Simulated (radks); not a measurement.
System: a free Ti atom, configuration [Ne] 3s2 3p5 3d2 4s2 4d1 (high spin). Level of theory: scalar-relativistic Kohn-Sham, BP86, spin-polarised, spherical densities, point nucleus. Computed with the in-house radial solver radks.

```
Z 22
configuration [Ne] 3s2 3p5 3d2 4s2 4d1 4p0 5s0
relativity scalar-relativistic
functional b88,p86
spin polarised
nucleus point
c 137.035999084
```

The run was one of a batch (task.json lists them), launched with:
```bash
python run_ks.py task.json out
```

Wanted: the number of electrons inside radius r (solid) and the radial density 4πr²ρ (dashed).

The count levels off at 22 electrons. Half of them lie within 0.638 bohr, 90 % within 2.75 bohr and 99 % within 10.6 bohr. The radial density has minima at 0.109 and 0.573 bohr, where the count stands at 2.1 and 10.5; these part the shells that the density resolves.

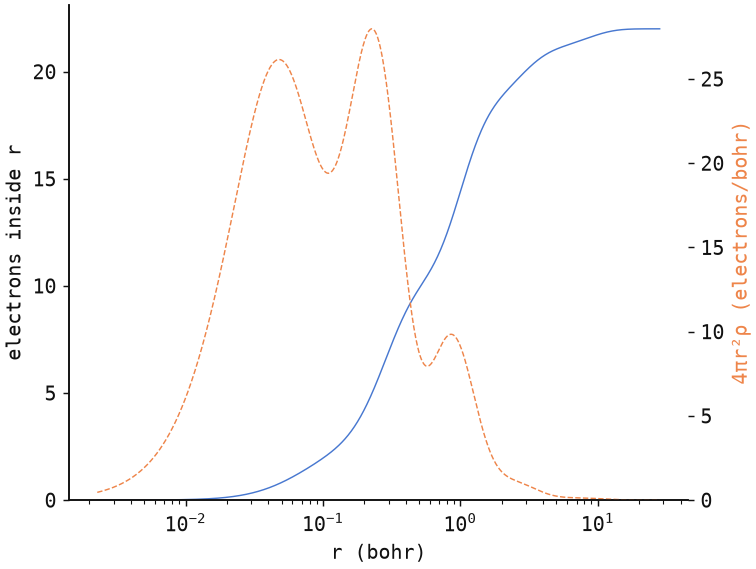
